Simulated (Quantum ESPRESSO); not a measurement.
## Converging the k-point mesh at a smearing width of 0.3 eV: Pt (Fm-3m, 1 atom in the cell)

```yaml
crystal:
  lattice:
    - [-1.95412, 0.00000, 1.95412]
    - [0.00000, 1.95412, 1.95412]
    - [-1.95412, 1.95412, 0.00000]
  atoms:
    - { symbol: Pt, position: [0.00000, 0.00000, 0.00000] }
```

Level of theory: PBEsol, SSSP 1.1.2 efficiency (PBE) pseudopotentials (plane waves; Quantum ESPRESSO).

Base settings: ecutwfc = 40 Ry; ecutrho = 320 Ry; occupations = smearing; smearing = gauss; degauss = 0.0073499 Ry; input_dft = pbesol; potentials = {Pt: pt_pbe_v1.4.uspp.F.UPF}; K_POINTS = automatic 14 14 14 0 0 0; conv_thr = 1e-11 Ry; mixing_beta = 0.4.

In this ladder: degauss = 0.02205 Ry.

Only quantities that move along the ladder and can be compared are tabulated.

The count of work is k-points × plane waves × bands × iterations; it is no time. 

The starting cell has typed, rounded lattice constants, without a prior relaxation at this level. Its lattice was rescaled by up to half a per cent. Spin polarisation is off.

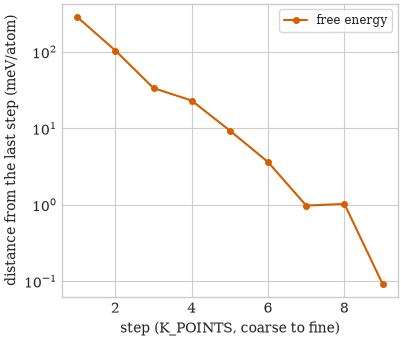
*Distance from the last step along the ladder; very small values are drawn at a floor.*

```tsv
K_POINTS	free energy less the last step's (meV/atom)	pressure (GPa)	count of work / last
automatic 5 5 5 0 0 0	285.26	6.90	0.0094
automatic 6 6 6 0 0 0	-103.70	-1.31	0.014
automatic 7 7 7 0 0 0	33.45	2.96	0.019
automatic 9 9 9 0 0 0	-22.97	1.15	0.029
automatic 11 11 11 0 0 0	-9.29	1.19	0.047
automatic 13 13 13 0 0 0	3.60	1.47	0.079
automatic 16 16 16 0 0 0	-0.97	1.43	0.14
automatic 19 19 19 0 0 0	-1.02	1.45	0.21
automatic 28 28 28 0 0 0	0.09	1.48	0.59
automatic 34 34 34 0 0 0	0.00	1.47	1.0
```

Coarsest K_POINTS that holds the pressure within 0.1 GPa of the last step, with all finer ones: automatic 13 13 13 0 0 0, at 0.079 of the last step's count of work; the step before is off by 0.28 GPa.

Coarsest K_POINTS that holds the free energy within 2 meV/atom of the last step, with all finer ones: automatic 16 16 16 0 0 0, at 0.14 of the last step's count of work; the step before is off by 3.6 meV/atom.
